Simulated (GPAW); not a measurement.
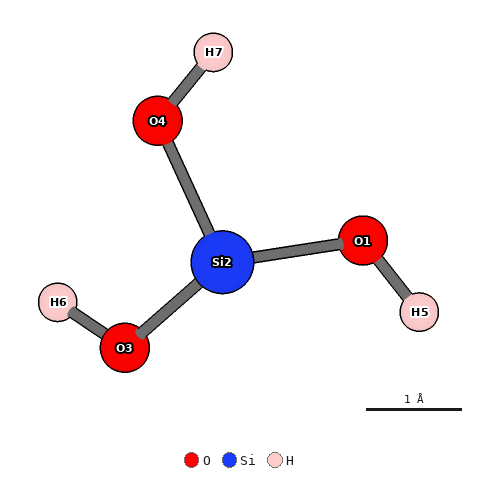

**Figure 1.** The input geometry (ball-and-stick view, seen at a tilt; atoms are numbered from 1 in the order of the input). Bond lengths as drawn: H–O 0.96 Å and O–Si 1.64 to 1.65 Å.

# Property calculation, with input and output: SiH$_{3}$O$_{3}$

SiH$_{3}$O$_{3}$, multiplicity 2, computed with PBE/real-space grid, UKS, scalar-relativistic datasets (GPAW 26.7.0).

The geometry comes from this level: PBE0-D4/def2-TZVP.

### The input (run.py)
```python
import numpy as np
from ase import Atoms
from ase.units import Debye
from gpaw import GPAW

atoms = Atoms('OSiOOHHH',
    positions=[[ -1.063800,   1.054700,   0.036100],
               [ -0.335000,  -0.422100,  -0.018100],
               [  0.492000,  -0.811700,   1.340300],
               [  0.775900,  -0.339900,  -1.225000],
               [ -1.837900,   1.138500,   0.595900],
               [  1.450300,  -0.764600,   1.282500],
               [  0.518500,   0.145200,  -2.011700]])
atoms.center(vacuum=4.5)
atoms.set_initial_magnetic_moments([0.25, 0.25, 0.25, 0.25, 0.0, 0.0, 0.0])

dft = GPAW(mode='fd',
           h=0.18,
           xc='PBE',
           occupations={'name': 'fermi-dirac', 'width': 0.0, 'fixmagmom': True},
           maxiter=150,
           symmetry='off',
           txt='-')
atoms.calc = dft

energy = atoms.get_potential_energy()
print(f'Energy = {energy:.5f} eV')
forces = atoms.get_forces()
print('Forces (eV/Ang)')
for symbol, f in zip(atoms.symbols, forces):
    print(f'{symbol:2} {f[0]:9.4f} {f[1]:9.4f} {f[2]:9.4f}')
dipole = atoms.get_dipole_moment() / Debye
print(f'Dipole = {np.linalg.norm(dipole):.3f} D')
print('Moments:', atoms.get_magnetic_moments().round(3))
```

Machine: 1 thread of Arm Neoverse V2, 24 GiB of memory available, shared host.

Launched with:
```bash
python3 run.py
```

### The program's output
```
__  _  _
 | _ |_)|_||  |
 |__||  | ||/\| - 26.7.0

units:  Angstrom and eV
cores:  1
OpenMP: False

Versions:
  Python: 3.12.14
  ASE:    3.29.0
  Numpy:  2.5.5
  Scipy:  1.18.1
  Libxc:  7.0.0

        _gpaw.cpython-312-aarch64-linux-gnu.so

Input parameters:
  mode=FD(),
  h=0.18,
  maxiter=150,
  occupations=Occupations(name='fermi-dirac', width=0.0, fixmagmom=True),
  symmetry=Symmetry(point_group=False, time_reversal=False),
  xc=XC(name='PBE')

Diagonalizing LCAO Hamiltonian
Converting LCAO to fd mode
        .-----------------------------.
       /|                             |
      / |                             |
     /  |                             |
    /   |                             |
   /    |                             |
  /     |                             |
 *      |                             |
 |      |                             |
 |      |       H                     |
 |      |         O  O H              |
 |      |          Si                 |
 |      |             O               |
 |      |            H                |
 |      |                             |
 |      .-----------------------------.
 |     /                             /
 |    /                             /
 |   /                             /
 |  /                             /
 | /                             /
 |/                             /
 *-----------------------------*

Atoms  # Å, Bohr magnetons
|   | symbol |        x |        y |        z |    initial magnetic moments |
|---|--------|----------|----------|----------|-----------------------------|
| 0 |      O | 5.274100 | 6.366400 | 6.547800 | ( 0.0000,  0.0000,  0.2500) |
| 1 |     Si | 6.002900 | 4.889600 | 6.493600 | ( 0.0000,  0.0000,  0.2500) |
| 2 |      O | 6.829900 | 4.500000 | 7.852000 | ( 0.0000,  0.0000,  0.2500) |
| 3 |      O | 7.113800 | 4.971800 | 5.286700 | ( 0.0000,  0.0000,  0.2500) |
| 4 |      H | 4.500000 | 6.450200 | 7.107600 | ( 0.0000,  0.0000,  0.0000) |
| 5 |      H | 7.788200 | 4.547100 | 7.794200 | ( 0.0000,  0.0000,  0.0000) |
| 6 |      H | 6.856400 | 5.456900 | 4.500000 | ( 0.0000,  0.0000,  0.0000) |

Unit cell  # Å
| periodic |         x |         y |         z |   lengths |    angles |
|----------|-----------|-----------|-----------|-----------|-----------|
|       no | 12.288200 |  0.000000 |  0.000000 | 12.288200 | 90.000000 |
|       no |  0.000000 | 10.950200 |  0.000000 | 10.950200 | 90.000000 |
|       no |  0.000000 |  0.000000 | 12.352000 | 12.352000 | 90.000000 |

Number of symmetries: 1
Symmetry operations  # r_c * U_cc + t_c -> r_c
|   | kind |            matrix            |
|---|------|------------------------------|
| 0 |  E   |  1, 0, 0,  0, 1, 0,  0, 0, 1 |

BZ-sampling:
  Number of BZ points: 1
  Number of IBZ points: 1

  Monkhorst-Pack size: [1, 1, 1]
  Monkhorst-Pack shift: [0, 0, 0]

K-points  # in reciprocal-cell coordinates
|   |                                coordinates |     weight |
|---|--------------------------------------------|------------|
| 0 | (  0.00000000,   0.00000000,   0.00000000) | 1.00000000 |

Uniform wave function grid shape: (np.int64(67), np.int64(59), np.int64(67))
Spin-components: 2 (collinear spins)
Bands:           19
Projectors:      29
Spin-degeneracy: 1
Datatype:        float64

  Storage: CPU
  Wave functions: 80_514_704 bytes (80_514_704 per core)

Parallelization:
  kpt:    1
  domain: 1
  band:   1

Density:
  Valence electrons: 25.0
  Components: 2
  Grid points: [68 60 68]
  Charge: 0.0  # |e|

Potential:
  Grid points: [68 60 68]

species:
  O:
    name:    Oxygen
    Z:       8.0
    valence: 6
    core:    2
    charge:  0.0  # [|e|]
    file:    O.PBE.gz
    compensation charges:
      type: gauss
      rc: 0.21  # [Å]
      lmax: 2
    cutoffs:
      filter: 1.17  # [Å]
      core: 0.83  # [Å]
    projectors
    | kind |    occ | energy [eV] | rcut [Å] |
    |------|--------|-------------|----------|
    |   2s |  2.000 |     -23.961 |    0.688 |
    |   2p |  4.000 |      -9.029 |    0.598 |
    |    s |        |       3.251 |    0.688 |
    |    p |        |      18.182 |    0.598 |
    |    d |        |       0.000 |    0.619 |

    Using partial waves for O as LCAO basis

  Si:
    name:    Silicon
    Z:       14.0
    valence: 4
    core:    10
    charge:  0.0  # [|e|]
    file:    Si.PBE.gz
    compensation charges:
      type: gauss
      rc: 0.33  # [Å]
      lmax: 2
    cutoffs:
      filter: 1.86  # [Å]
      core: 2.06  # [Å]
    projectors
    | kind |    occ | energy [eV] | rcut [Å] |
    |------|--------|-------------|----------|
    |   3s |  2.000 |     -10.812 |    1.058 |
    |   3p |  2.000 |      -4.081 |    1.058 |
    |    s |        |      16.399 |    1.058 |
    |    p |        |      23.130 |    1.058 |
    |    d |        |       0.000 |    1.058 |

    Using partial waves for Si as LCAO basis

  H:
    name:    Hydrogen
    Z:       1.0
    valence: 1
    core:    0
    charge:  0.0  # [|e|]
    file:    H.PBE.gz
    compensation charges:
      type: gauss
      rc: 0.15  # [Å]
      lmax: 2
    cutoffs:
      filter: 0.85  # [Å]
      core: 0.53  # [Å]
    projectors
    | kind |    occ | energy [eV] | rcut [Å] |
    |------|--------|-------------|----------|
    |   1s |  1.000 |      -6.494 |    0.476 |
    |    s |        |      20.717 |    0.476 |
    |    p |        |       0.000 |    0.476 |

    Using partial waves for H as LCAO basis

Reference energy: -14046.371640  # eV

eigensolver:
  PPCG
  Converge bands: occupied
  niter=2

density mixing:
  MSR1-Mixer
  Pratt-step length: 0.05
  Maximum mixing coefficient: 0.75
  Old densities: 10
  SVD Regularization: 0.005
  Good broyden scale: 1.0
  Trust region scale: 1.0
  Backstep threshold: 4.0
  History deletion threshold: 6.0
  Fourier metric: weight=20.0, sigma=0.015

occupation numbers:
  Fixed magnetic moment: 1.000
  # Zero width

FastPoissonSolver using
    Stencil: 6*3+1=19 point O(h^6) finite-difference Laplacian
    FFT axes: []
    FST axes: [np.int64(1), np.int64(0), np.int64(2)]

xc functional:
  name: PBE with 2 nearest neighbor stencil
interpolation: tri-quintic # 5. degree polynomial

Initialization done in: 2.503 s

convergence criteria:
- Maximum [total energy] change in last 3 cyles: 0.0005 eV / valence electron
- Maximum integral of absolute [dens]ity change: 0.0001 electrons / valence electron
- Maximum integral of absolute [eigenst]ate change: 4e-08 eV^2 / valence electron
maximum number of iterations: 150

SCF iterations
|iter     |     time |      energy | eigst |  dens |  magmom |
|---------|----------|-------------|-------|-------|---------|
|iter:   1| 00:00:05 |  -43.789202 | +1.11 |       |  +0.9975|
|iter:   2| 00:00:08 |  -42.586493 | +0.04 | -0.58 |  +0.9977|
|iter:   3| 00:00:11 |  -39.078459 | +0.51 | -0.63 |  +0.9989|
|iter:   4| 00:00:14 |  -39.171082 | -0.48 | -1.13 |  +0.9994|
|iter:   5| 00:00:17 |  -39.212525 | -1.13 | -1.40 |  +1.0000|
|iter:   6| 00:00:21 |  -39.213824 | -2.02 | -2.24 |  +1.0000|
|iter:   7| 00:00:24 |  -39.214264c| -2.84 | -2.60 |  +1.0000|
|iter:   8| 00:00:27 |  -39.214380c| -3.45 | -2.92 |  +1.0000|
|iter:   9| 00:00:31 |  -39.214397c| -4.13 | -3.36 |  +1.0000|
|iter:  10| 00:00:34 |  -39.214400c| -4.72 | -3.79 |  +1.0000|
|iter:  11| 00:00:37 |  -39.214401c| -5.41 | -4.13c|  +1.0000|
|iter:  12| 00:00:41 |  -39.214401c| -5.99 | -4.50c|  +1.0000|
|iter:  13| 00:00:44 |  -39.214401c| -6.74 | -4.82c|  +1.0000|
|iter:  14| 00:00:47 |  -39.214401c| -7.38 | -5.20c|  +1.0000|
|iter:  15| 00:00:49 |  -39.214401c| -7.75c| -5.77c|  +1.0000|

Converged in 15 steps
SCF loop duration: 46.643 s (3.110 s/step)
Energy contributions relative to reference atoms: (reference = -14046.371640)

Energy contributions:
  Kinetic:          48.920485
  Coulomb:         -51.166272
  Zero:              1.494230
  External:          0.000000
  Xc:              -38.462845
  Entropy:           0.000000
  Spinorbit:         0.000000
  ----------------------------
  Free energy:     -39.214401
  Extrapolated:    -39.214401

dipole moment: (-0.076094, 0.164516, -0.105185)  # |e|*Ang

Total magnetic moment: (0.000000, 0.000000, 1.000000)

Local magnetic moments
|        x |        y |         z |
|----------|----------|-----------|
| 0.000000 | 0.000000 |  0.064272 |  # O    0
| 0.000000 | 0.000000 |  0.260858 |  # Si   1
| 0.000000 | 0.000000 |  0.037499 |  # O    2
| 0.000000 | 0.000000 |  0.045877 |  # O    3
| 0.000000 | 0.000000 | -0.000644 |  # H    4
| 0.000000 | 0.000000 |  0.004805 |  # H    5
| 0.000000 | 0.000000 | -0.000228 |  # H    6

Fermi levels: -1.863, -3.936
Eigenvalues  # (at kpt = [0.000, 0.000, 0.000])
| band index |      eig [eV] | occ [0-1] |      eig [eV] | occ [0-1] |
|------------|---------------|-----------|---------------|-----------|
|          0 |       -25.889 |     1.000 |       -25.770 |     1.000 |
|        ... |               |           |               |           |
|          5 |       -13.099 |     1.000 |       -12.982 |     1.000 |
|          6 |        -9.854 |     1.000 |        -9.510 |     1.000 |
|          7 |        -9.488 |     1.000 |        -9.356 |     1.000 |
|          8 |        -9.044 |     1.000 |        -8.977 |     1.000 |
|          9 |        -8.811 |     1.000 |        -8.686 |     1.000 |
|         10 |        -8.217 |     1.000 |        -8.090 |     1.000 |
|         11 |        -7.762 |     1.000 |        -7.683 |     1.000 |
|         12 |        -4.833 |     1.000 |        -3.039 |     0.000 |
|         13 |        -0.687 |     0.000 |        -0.415 |     0.000 |
|         14 |        -0.474 |     0.000 |        -0.222 |     0.000 |
|         15 |        -0.295 |     0.000 |        -0.074 |     0.000 |
|         16 |         0.719 |     0.000 |         1.131 |     0.000 |
|         17 |         0.911 |     0.000 |         1.310 |     0.000 |
|         18 |         1.040 |     0.000 |         1.420 |     0.000 |

Gap: 2.352 eV
Transition (v -> c):
  (s=1, k=0, n=12, [0.00, 0.00, 0.00]) -> (s=0, k=0, n=13, [0.00, 0.00, 0.00])
No difference between direct/indirect transitions
vacuum-level: 0.000  # V
Energy = -39.21440 eV

Forces  # eV/Ang
|        x |        y |        z |
|----------|----------|----------|
|  0.08737 |  0.59282 | -0.26512 |  # O    0
| -0.54108 | -0.50085 | -0.10105 |  # Si   1
| -0.18493 | -0.23075 |  0.72026 |  # O    2
|  0.66629 | -0.24684 | -0.13755 |  # O    3
| -0.48302 |  0.07026 |  0.32516 |  # H    4
|  0.56629 | -0.01025 | -0.01621 |  # H    5
| -0.13123 |  0.27080 | -0.49329 |  # H    6

Force computation time: 0.114  # s
Forces (eV/Ang)
O     0.0874    0.5928   -0.2651
Si   -0.5411   -0.5008   -0.1011
O    -0.1849   -0.2307    0.7203
O     0.6663   -0.2468   -0.1376
H    -0.4830    0.0703    0.3252
H     0.5663   -0.0102   -0.0162
H    -0.1312    0.2708   -0.4933
Dipole = 1.007 D
Moments: [ 0.064  0.261  0.037  0.046 -0.001  0.005 -0.   ]
```

### Summary

| quantity | value |
| --- | --- |
| outcome | converged |
| energy relative to the program's reference atoms | −39.2144 eV |
| largest force | 0.779 eV/Å |
| dipole moment | 1.01 D |
| wall time | 50 s |
| peak memory | 0.98 GiB |
